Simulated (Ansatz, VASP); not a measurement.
## Cross-check of GaSb between VASP and Ansatz

One calculation is typed for both programs; each brings its own data sets and cutoff. How far apart do they land? The cell comes out of the VASP series on this material, whose earlier steps may have relaxed, scaled or displaced it; both programs get it as it stands.

Calculated with Ansatz 0.2.0; plane waves, with VASP 6.6.1 beside it; relaxation of cell and atoms at PBEsol with D3(BJ) and zone-centre phonons at PBEsol with D3(BJ).

## 1. Set-up

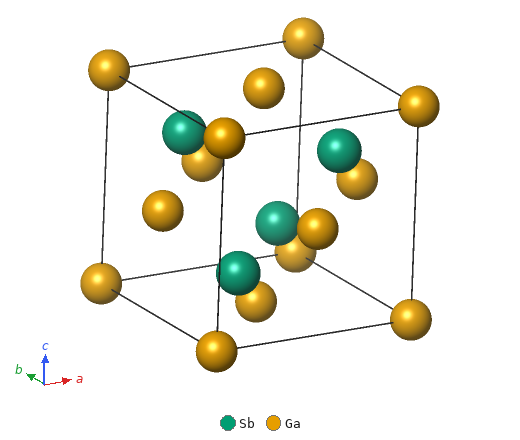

The starting structure, seen slightly off an axis (antimony teal, gallium orange). This picture shows the conventional cell, with its axes. Some periodic images of atoms are drawn too.

## 2. Ansatz: relaxation of cell and atoms, PBEsol with D3(BJ)

Ansatz runs on its default PAW (the set named soft_2) files.

The relaxed volume is the usual yardstick between codes: its relative difference is about their pressure difference at one cell divided by the bulk modulus.

File input.yaml:

```yaml
crystal:
  lattice:
    - [0.0, 3.0217357195, 3.0217357195]
    - [3.0217357195, 0.0, 3.0217357195]
    - [3.0217357195, 3.0217357195, 0.0]
  atoms:
    - { symbol: Sb, position: [0.75, 0.75, 0.75] }
    - { symbol: Ga, position: [0.0, 0.0, 0.0] }
hamiltonian:
  xc: pbesol
  pseudopotentials: { kind: paw }
  dispersion: d3bj
kpoints:
  mp_grid: { grid: [10, 10, 10] }
scf:
  occupations: { method: methfessel_paxton, width: 0.15 }
relax:
  f_tol: 0.01
  max_steps: 60
  cell: { stress_tol: 0.05 }
output:
  forces: true
  stress: true
```

Command:

```
$ ansatz run input.yaml --threads 4 --pin off --max-ram 9216MiB --backend cpu --events-out ev --progress --plain --runs-dir out
```

Numbers of over 12 decimals in the logs are rounded to 6 here.

What it wrote:

```text
Engine: ansatz 0.2.0, x86_64-unknown-linux-gnu
Pseudopotentials: kind: paw
Pseudopotential: Sb, paw, valence charge 15, recommended cutoff 420 eV (normal), Sb.paw.azcp
Pseudopotential: Ga, paw, valence charge 13, recommended cutoff 420 eV (normal), Ga.paw.azcp
Functional definition: PBEsol
  exchange = pbesol_x
  correlation = pbesol_c
Crystal: 2 atoms, lattice volume = 55.182 Å³
Basis set: ecut = 420 eV, 1067 PW (Γ), exchange–correlation on 60×60×60 points (8 copies of the dense FFT grid, shifted against one another)
Bands: 18, of which v1, the nominal top of the filled ones, is band 14 counted from 1 (13 counted from 0)
Symmetry: 24 space group operations
Space group: F-43m (ITA 216), of the structure as read, at distance tolerance 3.8e-5 Å
k-points: 47 of 1000 (time reversal used)
Non-local potential: Sb, projectors of the file, l = 0: 2, l = 1: 2, l = 2: 2, l = 3: 2
Non-local potential: Ga, projectors of the file, l = 0: 2, l = 1: 2, l = 2: 3, l = 3: 1
PAW form: soft (Blöchl's): semilocal exchange-correlation on the pseudo side does not see the compensation charge
PAW frozen core: Sb, regenerated for the run's functional, and the local potential with it (the file was generated under x = pbe(κ = 0.804, μ = 0.219515), c = pbe(β = 0.066725))
PAW frozen core: Ga, regenerated for the run's functional, and the local potential with it (the file was generated under x = pbe(κ = 0.804, μ = 0.219515), c = pbe(β = 0.066725))
PAW one-centre angular grid: Sb, 590 points (default); XC on 64 Gauss nodes
PAW one-centre angular grid: Ga, 590 points (default); XC on 64 Gauss nodes
Initial density: superposition of atomic densities (neutral atoms: chi_scale 0, normalization atom), corrected by the library's trained network
Initial wavefunctions: pseudopotential atomic-orbital guess
Functional: x = pbesol(κ = 0.804, μ = 0.123457), c = pbesol(β = 0.046)
SCF iter   1: F=—  HF=-10152.197009 eV  |F-HF|=—  |Δ(HF+E_count)|=         —  Δρ=2.56e-3  dr2=4.67e-3  ethr=1.77e-3  ⟨swp⟩=5.2  Hψ=4123  notcnv=0
preconditioner: auto → none  [insulator: Δε(μ)=0.245 eV  Ē_g=14.662 eV  σ=0.150 eV  W_gap=0.90  n_scr=14 (ndim 8)  ℏωp=21.2 eV  f_vac=0.083  D(μ)=0.01/eV (n_scr^D=0)  ε∞_Penn≈3.1]
SCF iter   2: F=—  HF=-10152.194024 eV  |F-HF|=—  |Δ(HF+E_count)|=   2.98e-3  S|Δr|=    0.00e0  Δρ=1.18e-3  dr2=5.71e-4  ethr=1.67e-5  ⟨swp⟩=2.1  Hψ=1627  notcnv=0
SCF iter   3: F=—  HF=-10152.194181 eV  |F-HF|=—  |Δ(HF+E_count)|=   1.57e-4  S|Δr|=    0.00e0  Δρ=3.12e-4  dr2=4.76e-5  ethr=2.04e-6  ⟨swp⟩=2.0  Hψ=1503  notcnv=0
SCF iter   4: F=—  HF=-10152.194173 eV  |F-HF|=—  |Δ(HF+E_count)|=   8.76e-6  S|Δr|=    0.00e0  Δρ=1.79e-4  dr2=1.14e-5  ethr=1.70e-7  ⟨swp⟩=2.0  Hψ=1270  notcnv=0
SCF iter   5: F=—  HF=-10152.194172 eV  |F-HF|=—  |Δ(HF+E_count)|=   5.77e-7  S|Δr|=    0.00e0  Δρ=6.93e-5  dr2=1.57e-6  ethr=4.07e-8  ⟨swp⟩=2.0  Hψ=1261  notcnv=0
SCF iter   6: F=-10152.194173 eV  HF=-10152.194173 eV  |F-HF|=2.61e-8  |Δ(HF+E_count)|=   4.95e-7  S|Δr|=    0.00e0  Δρ=1.21e-5  dr2=5.29e-8  ethr=3.57e-10  ⟨swp⟩=3.2  Hψ=3633  notcnv=0
SCF 1 converged in 6 iterations: F = -10152.194173 eV  dr2 = 5.29e-8
  greatest PAW one-centre occupation: 0.996 electrons in one spin orbital (limit 2), on the Sb atom at site 0 (counted from 0), in its partial waves of l = 2
relax step   1: F+E_penalty+E_count = -10152.19417260 eV  Δ(F+E_penalty+E_count) = +0.000e0 eV  max|allowed force component| = 1.850e-16 eV/Å  Δτ_max = 0.0000 Å  P = -0.067 GPa  Ω = 55.182 Å³  (6 SCF iters, dr2 threshold 1.00e-7 eV, accepted)
[...]
relax step   2: F+E_penalty+E_count = -10152.19420339 eV  Δ(F+E_penalty+E_count) = -3.080e-5 eV  max|allowed force component| = 4.973e-17 eV/Å  Δτ_max = 0.0000 Å  P = +0.020 GPa  Ω = 55.098 Å³  energy of the carried Pulay correction = +1.856e-5 eV  (3 SCF iters, dr2 threshold 1.12e-8 eV, accepted)
[...]
relax step   3: F+E_penalty+E_count = -10152.19418733 eV  Δ(F+E_penalty+E_count) = +1.607e-5 eV  max|allowed force component| = 3.238e-17 eV/Å  Δτ_max = 0.0000 Å  P = +0.020 GPa  Ω = 55.098 Å³  stress off target by 2.04e-2 GPa  SCF on the basis re-selected at this cell (its energy is not comparable with the rows above)  (5 SCF iters)
basis re-selected at this cell: Δ(F+E_penalty+E_count) = +1.607e-5 eV, ΔP = -0.000 GPa vs the last step (what re-selecting the basis moved, of the pressure what is left beyond the Pulay correction that the steps carried, after the strain that the cell walked since its last selection, with what the two solves' SCF thresholds leave and, on support functions, any second-order correction that the steps lacked; it is no m [...]
SCF converged after 5 iterations
Stability not checked: this state was not tested for a lower state beside it, because cold or Methfessel-Paxton smearing, or corrected tetrahedra, fill the levels in a way that the test cannot read (fill_not_monotonic; see scf.lower_state_search)
Free energy (F): -10152.194187 eV
Harris-Foulkes:  -10152.194187 eV  (|F-HF|=3.64e-12)
Internal energy: -10152.194456 eV  (E = F + TS)
E sigma→0 (E₀):  -10152.194255 eV
Entropy (-TS):   0.000269 eV (0.135 meV/atom)
Fermi energy:    8.141048 eV
Step filling:    the computed levels leave a gap of 0.2526 eV = 1.7 smearing widths at the electron count; against every level under it full and every level over it empty, smearing changes F+E_penalty+E_count by +0.058 meV and its σ→0 estimate by -9.47e-3 meV
--- Per-component energies (eV) ---
  E_band       = -252.772432
  E_kinetic    = 324.570719
  E_local      = -3865.200355  (includes V_loc(G=0)·N_el)
  E_nonlocal   = 790.306445
  E_hartree    = 1779.539109
  E_xc         = -206.333199
  E_vxc        = -155.189707  (∫ρ·V_xc dr)
  E_paw        = -6449.637403  (= ΣΔE_a)
  E_vpaw       = -906.337655  (= ΣTr[D̂ρ^β])
  E_aug_tail   = -0.000117  (compensation charges beyond the density's cutoff)
  E_ewald      = -2525.961760
  E_disp       = -0.672731  (pairwise vdW)
  E_core_change = 1.194835  (= ΣΔE_core)
  E_smearing   = 0.000269  (= −TS)
  E_closure    = 0.000000  (closes the sum)
  Σ components = -10152.194187   (vs F -10152.194187, Δ=0.00e0)
--- Forces (eV/Å), atoms counted from 1 ---
  atom   1  Sb     0.00000000    -0.00000000    -0.00000000
  atom   2  Ga    -0.00000000     0.00000000     0.00000000
  max |Σ_I F_I| component: 1.85e-17 eV/Å
--- Stress (GPa, compression-positive) ---
        0.020355       0.000000       0.000000
        0.000000       0.020355      -0.000000
       -0.000000       0.000000       0.020355
  P = ⅓ Tr σ = 0.0204 GPa (0.204 kbar)
--- Relaxed structure (2 steps of the walk, 2 accepted, 1 SCFs on fresh bases) ---
  F+E_penalty+E_count = -10152.19418733 eV   max|allowed force component| = 3.238e-17 eV/Å   (the final SCF, on the basis selected at the relaxed cell)
  cell:  # Å, volume = 55.0979 Å³
    - [0, 3.020196, 3.020196]
    - [3.020196, 0, 3.020196]
    - [3.020196, 3.020196, 0]
  atoms:
    - { symbol: Sb, position: [0.750000, 0.750000, 0.750000] }
    - { symbol: Ga, position: [0, 0, 0] }
```

The job ended after 3.1 s (4 threads of Intel Xeon Platinum 8375C at 2.90GHz (Ice Lake), shared host; peak memory 0.45 GiB; 11 s of CPU time).

## 3. VASP: relaxation of cell and atoms, PBEsol with D3(BJ)

The same cell, functional, mesh and smearing now go to VASP, with its own data sets and cutoff.

Lines of VASP's logs that name or quote its potential files are left out, and so is its time.

File INCAR:

```
SYSTEM = GaSb
PREC = Accurate
ENCUT = 450
EDIFF = 1E-07
NELM = 100
ISMEAR = 1
SIGMA = 0.15
LREAL = .FALSE.
ALGO = Normal
GGA = PS
IVDW = 12
NBANDS = 15
LORBIT = 11
LWAVE = .FALSE.
LCHARG = .FALSE.
KPAR = 2
IBRION = 2
NSW = 50
ISIF = 3
EDIFFG = -0.002
```

File POSCAR:

```
GaSb
1.0
    0.0000000000      3.0217357195      3.0217357195
    3.0217357195      0.0000000000      3.0217357195
    3.0217357195      3.0217357195      0.0000000000
Sb Ga
1 1
Direct
    0.7500000000      0.7500000000      0.7500000000
    0.0000000000      0.0000000000      0.0000000000
```

File KPOINTS:

```
Automatic mesh
0
Gamma
10 10 10
0 0 0
```

PAW data sets: Sb and Ga_d (PBE family, release 64).

Command:

```
$ mpirun -np 2 vasp_std
```

What it wrote:

```text
[banner, memory and clock lines left out]
running    2 mpi-ranks, on    1 nodes
 distrk:  each k-point on    1 cores,    2 groups
 distr:  one band on    1 cores,    1 groups

 POSCAR found type information on POSCAR SbGa
 POSCAR found :  2 types and       2 ions
|                                                                             |
|               ----> ADVICE to this user running VASP <----                  |
|                                                                             |
|     You enforced a specific xc type in the INCAR file but a different       |
|     [... a line on the potential file left out ...]
|     I HOPE YOU KNOW WHAT YOU ARE DOING!                                     |
|                                                                             |

 LDA part: xc-table for (Slater+PW92), standard interpolation
 POSCAR, INCAR and KPOINTS ok, starting setup
 FFT: planning ... GRIDC
 FFT: planning ... GRID_SOFT
 FFT: planning ... GRID
 WAVECAR not read
 entering main loop
       N       E                     dE             d eps       ncg     rms          rms(c)
DAV:   1     0.770975744598E+02    0.77098E+02   -0.82260E+03  1410   0.138E+03
DAV:   2    -0.223506137026E+01   -0.79333E+02   -0.76029E+02  1648   0.290E+02
DAV:   3    -0.814584370918E+01   -0.59108E+01   -0.58749E+01  1690   0.654E+01
DAV:   4    -0.824689656453E+01   -0.10105E+00   -0.10104E+00  1634   0.975E+00
DAV:   5    -0.824944539063E+01   -0.25488E-02   -0.25488E-02  1865   0.139E+00    0.328E+00
DAV:   6    -0.816919889842E+01    0.80246E-01   -0.88901E-02  1809   0.535E+00    0.193E+00
DAV:   7    -0.814053816066E+01    0.28661E-01   -0.49094E-02  1774   0.209E+00    0.372E-01
DAV:   8    -0.814061218563E+01   -0.74025E-04   -0.50958E-03  1829   0.910E-01    0.112E-01
DAV:   9    -0.814088678969E+01   -0.27460E-03   -0.46725E-04  1641   0.175E-01    0.420E-02
DAV:  10    -0.814087642720E+01    0.10362E-04   -0.19885E-05  1813   0.401E-02    0.125E-02
DAV:  11    -0.814088488598E+01   -0.84588E-05   -0.11951E-05  1620   0.253E-02    0.424E-03
DAV:  12    -0.814088497999E+01   -0.94009E-07   -0.44294E-07  1823   0.639E-03
   1 F= -.88124097E+01 E0= -.88124974E+01  d E =-.881241E+01
 curvature:   0.00 expect dE= 0.000E+00 dE for cont linesearch  0.000E+00
 trial: gam= 0.00000 g(F)=  0.172E-45 g(S)=  0.535E-05 ort = 0.000E+00 (trialstep = 0.100E+01)
 search vector abs. value=  0.535E-05
 bond charge predicted
       N       E                     dE             d eps       ncg     rms          rms(c)
DAV:   1    -0.814053547313E+01    0.34941E-03   -0.76330E-04  1809   0.463E-01    0.446E-02
DAV:   2    -0.814048814883E+01    0.47324E-04   -0.85482E-05  1788   0.177E-01    0.203E-02
DAV:   3    -0.814047692647E+01    0.11222E-04   -0.12063E-05  1830   0.573E-02    0.468E-03
DAV:   4    -0.814047584138E+01    0.10851E-05   -0.13729E-06  1684   0.154E-02    0.152E-03
DAV:   5    -0.814047579505E+01    0.46332E-07   -0.76405E-08   971   0.348E-03
   2 F= -.88124101E+01 E0= -.88124971E+01  d E =-.318494E-06
 trial-energy change:   -0.000000  1 .order    0.000001   -0.000005    0.000008
 step:   0.5757(harm=  0.4153)  dis= 0.00000  next Energy=    -8.812412 (dE=-0.181E-05)
 bond charge predicted
       N       E                     dE             d eps       ncg     rms          rms(c)
DAV:   1    -0.814066155678E+01   -0.18572E-03   -0.13585E-04  1788   0.195E-01    0.189E-02
DAV:   2    -0.814065299611E+01    0.85607E-05   -0.15328E-05  1767   0.749E-02    0.864E-03
DAV:   3    -0.814065076211E+01    0.22340E-05   -0.21724E-06  1830   0.243E-02    0.199E-03
DAV:   4    -0.814065045977E+01    0.30234E-06   -0.23365E-07  1299   0.651E-03    0.633E-04
DAV:   5    -0.814065041403E+01    0.45742E-07   -0.20153E-08   782   0.168E-03
   3 F= -.88124109E+01 E0= -.88124982E+01  d E =-.113026E-05
 curvature:  -0.19 expect dE=-0.393E-07 dE for cont linesearch -0.393E-07
 trial: gam=-0.15737 g(F)=  0.423E-46 g(S)=  0.205E-06 ort = 0.105E-05 (trialstep = 0.915E+00)
 search vector abs. value=  0.794E-08
 reached required accuracy - stopping structural energy minimisation
```

From OUTCAR (step 3):

```text
ion  position               nearest neighbor table
   1  0.750  0.750  0.750-   2 2.62   2 2.62   2 2.62   2 2.62
   2  0.000  0.000  0.000-   1 2.62   1 2.62   1 2.62   1 2.62

  LATTYP: Found a face centered cubic cell.
 ALAT       =     6.0434714390

 Subroutine GETGRP returns: Found 24 space group operations
 (whereof 24 operations were pure point group operations)

The static configuration has the point symmetry T_d .

 Found     47 irreducible k-points:

   k-points           NKPTS =     47   k-points in BZ     NKDIM =     47   number of bands    NBANDS=     15

   dimension x,y,z NGX =    30 NGY =   30 NGZ =   30
   dimension x,y,z NGXF=    60 NGYF=   60 NGZF=   60

   ENCUT  =  450.0 eV  33.07 Ry    5.75 a.u.   7.39  7.39  7.39*2*pi/ulx,y,z

   NELECT =      18.0000    total number of electrons

 k-points in reciprocal lattice and weights: Automatic mesh
   0.00000000  0.00000000  0.00000000       0.001
   0.10000000  0.00000000  0.00000000       0.008
   0.20000000  0.00000000  0.00000000       0.008
   0.30000000  0.00000000  0.00000000       0.008
   0.40000000  0.00000000  0.00000000       0.008
   0.50000000  0.00000000  0.00000000       0.004
   0.10000000  0.10000000  0.00000000       0.006
   0.20000000  0.10000000  0.00000000       0.024
   0.30000000  0.10000000  0.00000000       0.024
[...]
-0.30000000  0.40000000  0.20000000       0.024
  -0.30000000  0.50000000  0.20000000       0.012

 Edisp (eV)   -0.67193

 average (electrostatic) potential at core
       1 -87.1437       2 -65.2251

 E-fermi :   5.1891

 k-point     1 :       0.0000    0.0000    0.0000
  band No.  band energies     occupation
    ...
      5      -9.9024      2.00000
      6      -6.6522      2.00000
      7       5.1171      1.71725
      8       5.1171      1.71723
      9       5.1171      1.71723
     10       5.3745     -0.07088
     11       7.8624     -0.00000
     12       7.8624     -0.00000
     13       7.8624     -0.00000
     14      10.7783      0.00000
    ...

 k-point     2 :       0.1000    0.0000    0.0000
  band No.  band energies     occupation
    ...
      5      -9.9025      2.00000
      6      -6.5443      2.00000
      7       3.5541      2.00000
      8       4.9321      2.03598
      9       4.9321      2.03598
     10       6.2154     -0.00000
     11       8.1122     -0.00000
     12       8.1122     -0.00000
     13       8.2951      0.00000
     14      11.3846      0.00000
    ...

 k-point     3 :       0.2000    0.0000    0.0000
  band No.  band energies     occupation
    ...
      5      -9.9028      2.00000
      6      -6.2296      2.00000
      7       1.8145      2.00000
      8       4.5567      2.00000
      9       4.5567      2.00000
     10       6.1174     -0.00000
     11       8.5827      0.00000
     12       8.5827      0.00000
     13       9.6306      0.00000
     14      12.2396      0.00000
    ...

 Edisp (eV)   -0.67176

  Total      -0.00168    -0.00168    -0.00168    -0.00000    -0.00000     0.00000
  in kB      -0.04886    -0.04886    -0.04886    -0.00000    -0.00000     0.00000
  external pressure =       -0.05 kB  Pullay stress =        0.00 kB

  energy-cutoff  :      450.00
  volume of cell :       55.16
      direct lattice vectors                 reciprocal lattice vectors
     0.000000000  3.021374941  3.021374941    -0.165487571  0.165487571  0.165487571
     3.021374941  0.000000000  3.021374941     0.165487571 -0.165487571  0.165487571
     3.021374941  3.021374941  0.000000000     0.165487571  0.165487571 -0.165487571

 POSITION                                       TOTAL-FORCE (eV/Angst)
 -----------------------------------------------------------------------------------
      4.53206      4.53206      4.53206         0.000000      0.000000      0.000000
      0.00000      0.00000      0.00000        -0.000000     -0.000000     -0.000000
 -----------------------------------------------------------------------------------
    total drift:                                0.000000      0.000000      0.000000

  FREE ENERGIE OF THE ION-ELECTRON SYSTEM (eV)
  ---------------------------------------------------
  free  energy   TOTEN  =        -8.8124108737 eV

  energy  without entropy=       -8.8126728270  energy(sigma->0) =       -8.81249819

 reached required accuracy - stopping structural energy minimisation

 total charge
# of ion       s       p       d       tot
------------------------------------------
    1        1.127   1.360   0.030   2.517
    2        0.909   0.802   9.967  11.677
--------------------------------------------------
tot          2.036   2.162   9.997  14.195

[... 3 further parts left out ...]
```

CONTCAR:

```
GaSb
   1.00000000000000
     0.0000000000000000    3.0213749414376223    3.0213749414376223
     3.0213749414376223    0.0000000000000000    3.0213749414376223
     3.0213749414376223    3.0213749414376223    0.0000000000000000
  Sb              Ga
     1     1
Direct
     0.7500000000000000    0.7500000000000000    0.7500000000000000
     0.0000000000000000    0.0000000000000000    0.0000000000000000
```

[end of part 1 of 2]

[Lines on the potential files, build, host, timing and source positions are cut from VASP's logs without a mark.]

[Logs are printed without paths, hosts, clocks, repeated set-up lines and the standing remarks that a program may print on its own settings, such as how far it seeks lower states.]

[Hosts, paths, dates, database ids (printed as entryN), source tags and the programs' standing remarks are cut or masked in the printed files.]
